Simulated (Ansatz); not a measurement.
# Li(100) / 5.25 Å vacuum / Li(100): a missing point of the current-voltage curve

Four biases are known. What current density flows at 1.5 V?

Set-up. Ansatz 0.2.0, plane waves with PAW datasets, PBE; a slab with two metal leads whose outer parts are reservoirs, with density and current solved under bias (Landauer, 300 K). Both electrodes are alike, so the curve is odd in V.

Results; the value marked ? is to be predicted:

```tsv
bias (V)	drop between the leads' cuts (V)	current density (A/m²)
0.3	0.272	3.69×10¹³
0.6	0.543	7.41×10¹³
1	0.901	1.20×10¹⁴
1.5	1.35	?
2	1.84	2.02×10¹⁴
```

Worked fit:

An odd curve starts as J = aV + bV³. Least squares on the four rows gives a = 1.26×10¹⁴ A/(m² V) and b = −6.24×10¹² A/(m² V³), so at 1.5 V: 1.26×10¹⁴ × 1.5 − 6.24×10¹² × 3.375. Predicted: 1.68×10¹⁴ A/m².

What the run gave:

1.69×10¹⁴ A/m², so the prediction is 0.47 % too low. The fit misses the rows shown by up to 2.0 %, and the cubic term makes 25 % of the current at 2 V, lowering it: the current grows more slowly than the bias.

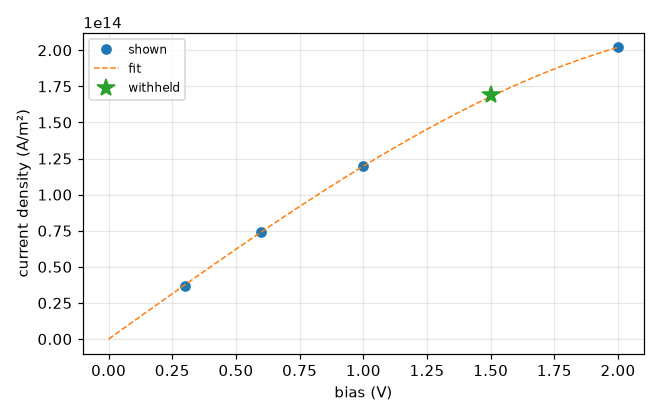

Current density against bias.

Caveats: On every other k-point the currents of these runs, at any bias, move by up to 6.2 %. Atoms are frozen on ideal sites at every bias.

[Logs are printed without paths, hosts, clocks, repeated set-up lines and the standing remarks that a program may print on its own settings, such as how far it seeks lower states.]
